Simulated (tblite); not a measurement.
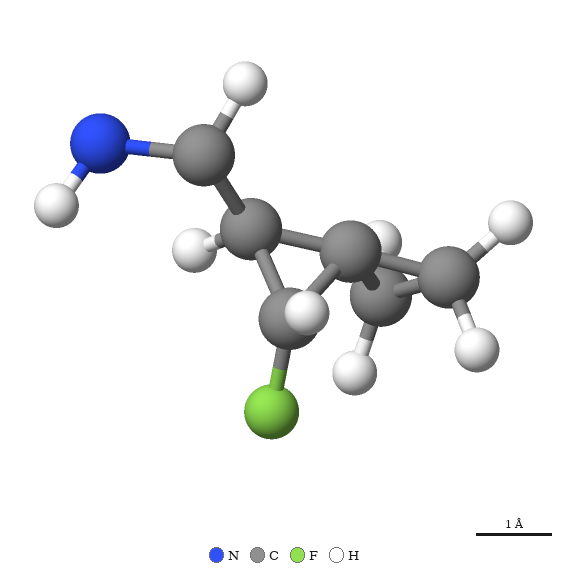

This is the input geometry for a relaxation of C$_{6}$H$_{9}$FN (multiplicity 2). A ball-and-stick model, seen from a free direction.

Method: tblite, GFN2-xTB geometry optimisation, gas phase.

```xyz
17

N     2.9296    0.2351   -0.5010
C     1.8455   -0.7635   -0.4030
C     0.5954    0.0556   -0.1038
C    -0.0342   -0.4030    1.1832
F    -0.4675    0.5465    2.0756
C    -0.7299   -0.3217   -0.1779
C    -2.0505   -0.6858   -0.2042
C    -1.7652    0.7731   -0.3533
H     3.2115    0.5930    0.4409
H     2.5058    1.0599   -1.0203
H     1.7090   -1.3122   -1.3541
H     0.8724    1.1411   -0.0699
H     0.1787   -1.4333    1.5757
H    -2.5271   -1.2446   -1.0364
H    -2.5801   -0.9134    0.7763
H    -1.9147    1.4414    0.5235
H    -1.7856    1.2438   -1.3613
```

Predict the outcome.

Over 128 geometry steps the energy falls by 3.097 eV. The atom that moves furthest after the best rigid fit is H10 (1.77 Å). Largest moves by element: H 1.77 Å, C 0.59 Å, F 0.54 Å, N 0.30 Å. Among the contacts that change: C3–C6 1.380 → 1.497 Å, C6–C7 1.370 → 1.481 Å, N1–C2 1.477 → 1.396 Å, C2–C3 1.524 → 1.446 Å. Bond angles that change, for instance: C3–C6–C7 178.0° → 137.9°, C4–C6–C8 116.8° → 137.1°, C4–C6–C7 116.2° → 136.5°.

Step by step:

```json
{"step": "0", "E − E(0), eV": "0.0000"}
{"step": "1", "E − E(0), eV": "-0.8250"}
{"step": "2", "E − E(0), eV": "-1.1095"}
{"step": "3", "E − E(0), eV": "-1.3161"}
{"step": "4", "E − E(0), eV": "-1.4440"}
{"step": "5", "E − E(0), eV": "-1.6047"}
{"step": "6", "E − E(0), eV": "-1.7296"}
{"step": "7", "E − E(0), eV": "-1.8453"}
{"step": "8", "E − E(0), eV": "-1.9327"}
{"step": "9", "E − E(0), eV": "-2.0044"}
{"step": "10", "E − E(0), eV": "-2.0587"}
{"step": "16", "E − E(0), eV": "-2.2682"}
{"step": "22", "E − E(0), eV": "-2.4802"}
{"step": "29", "E − E(0), eV": "-2.6316"}
{"step": "35", "E − E(0), eV": "-2.7080"}
{"step": "41", "E − E(0), eV": "-2.8392"}
{"step": "47", "E − E(0), eV": "-2.9549"}
{"step": "53", "E − E(0), eV": "-3.0100"}
{"step": "60", "E − E(0), eV": "-3.0579"}
{"step": "66", "E − E(0), eV": "-3.0709"}
{"step": "72", "E − E(0), eV": "-3.0800"}
{"step": "78", "E − E(0), eV": "-3.0873"}
{"step": "85", "E − E(0), eV": "-3.0906"}
{"step": "91", "E − E(0), eV": "-3.0929"}
{"step": "97", "E − E(0), eV": "-3.0937"}
{"step": "103", "E − E(0), eV": "-3.0941"}
{"step": "109", "E − E(0), eV": "-3.0951"}
{"step": "116", "E − E(0), eV": "-3.0960"}
{"step": "122", "E − E(0), eV": "-3.0964"}
{"step": "128", "E − E(0), eV": "-3.0966"}
```

Final geometry:

```xyz
17

N     2.8915   -0.0022   -0.6795
C     1.5687   -0.4222   -0.5261
C     0.6348    0.3687    0.2445
C    -0.0827   -0.1990    1.4911
F    -0.2611    0.6360    2.5617
C    -0.8313    0.0665    0.2534
C    -1.8072   -0.6627   -0.5883
C    -2.0877    0.7486   -0.1289
H     3.0056    1.0023   -0.6525
H     3.3730   -0.4237   -1.4619
H     1.3802   -1.4673   -0.6946
H     0.8994    1.4180    0.3413
H     0.1200   -1.2074    1.8307
H    -1.5626   -0.8203   -1.6285
H    -2.3704   -1.4708   -0.1441
H    -2.8394    0.9042    0.6316
H    -2.0377    1.5432   -0.8597
```

After the run, drawn alike:

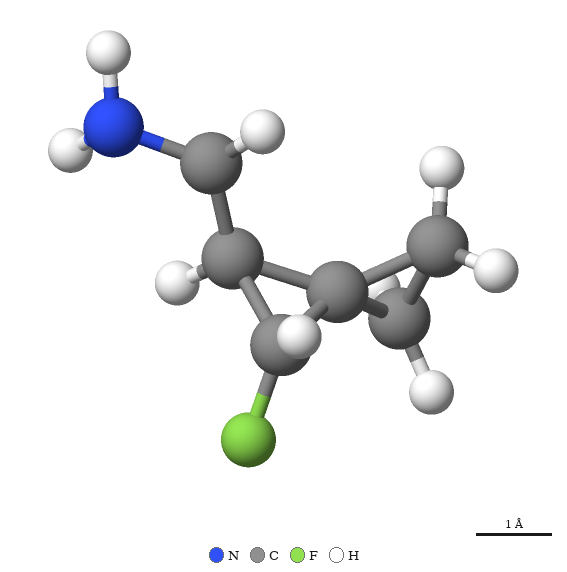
